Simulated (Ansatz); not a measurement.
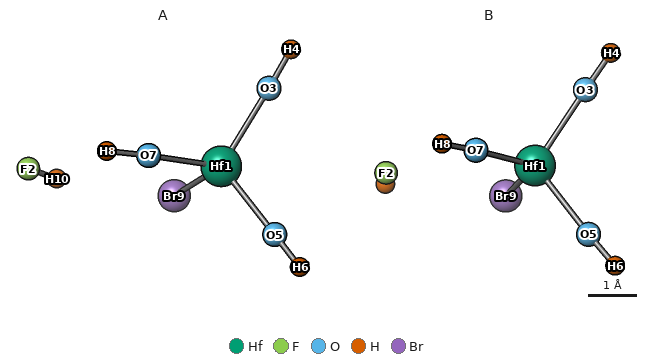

Two geometries of HfH₄O₃BrF, drawn at one scale. One is the start of a relaxation, the other its converged end. Style: ball-and-stick. Shown at a tilt.

Method: RHF/def2-SVP (Ansatz). Settings: no spin polarisation; force threshold 0.03 eV/Å; at most 50 steps.

Q: Which geometry has the lower energy?

A: Structure A is the relaxed one. The run prepares an end point of a later path (reaction) calculation, from a guessed geometry. The largest move after the best rigid fit is that of F2, 0.67 Å. By element the largest moves are F 0.67 Å, H 0.59 Å, O 0.29 Å, Br 0.26 Å, Hf 0.26 Å. Some distances before and after: Hf1–F2 3.184 → 4.090 Å, Hf1–Br9 2.686 → 2.604 Å, Hf1–O3 1.917 → 1.923 Å, F2–H10 0.910 → 0.905 Å. Bond angles that change, for instance: O7–Hf1–Br9 126.6° → 105.0°, Hf1–O7–H8 170.8° → 163.6°, O5–Hf1–Br9 103.9° → 109.7°. After 16 geometry steps the energy has fallen by 3.98 kcal/mol. Largest force component: 0.38 eV/Å at the start, 0.016 eV/Å at the end. The forces were under the threshold at step 6, but the run went on from there. Cost: 35 s on 4 threads of Arm Neoverse V2, with other jobs on the host, peak memory 0.37 GiB.

Limits of the set-up: the start holds two separate molecules, 2.7 Å apart at their closest, whose relative position is a soft coordinate and is computed without a dispersion correction; Hartree-Fock leaves out electron correlation.
